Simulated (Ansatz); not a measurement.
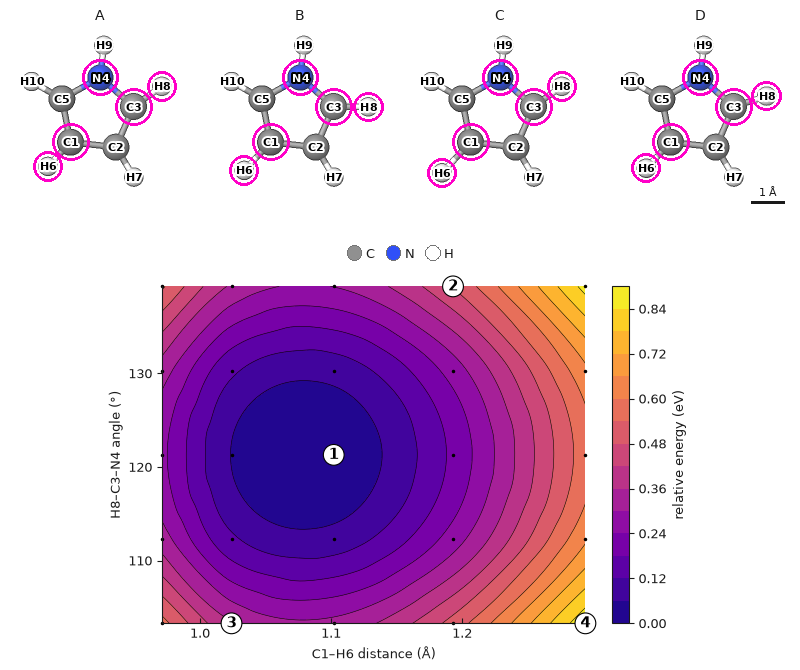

A scan of C4H5N: the C1–H6 distance and the H8–C3–N4 angle are varied on a grid, with the rest of the molecule carried along rigidly. The map is interpolated between the computed points (dots). The frames are shuffled; each belongs to one numbered point. The picture is a ball-and-stick view, seen onto the plane of the angle. The ringed atoms are those of the scanned coordinates.

Computed with Ansatz: CCSD(T), basis def2-TZVPP, on geometries moved rigidly from the minimum at PBE0-D4/def2-TZVP. Coupled cluster with a frozen core. Energies are counted from the PBE0-D4/def2-TZVP minimum geometry at the same level.

**Which frame belongs to which numbered point?**

Point 1 is frame D, at (1.102, 121.3) and 0.010 eV; 2 is frame B, at (1.193, 139.3) and 0.484 eV; 3 is frame A, at (1.024, 103.3) and 0.365 eV; 4 is frame C, at (1.294, 103.3) and 0.886 eV. In pairs of (C1–H6 distance (Å); H8–C3–N4 angle (°)): the lowest computed point lies at (1.102, 121.3) (0.010 eV), the highest at (1.294, 103.3) (0.886 eV).  Over the ranges scanned the energy rises more along the first axis, the C1–H6 distance.
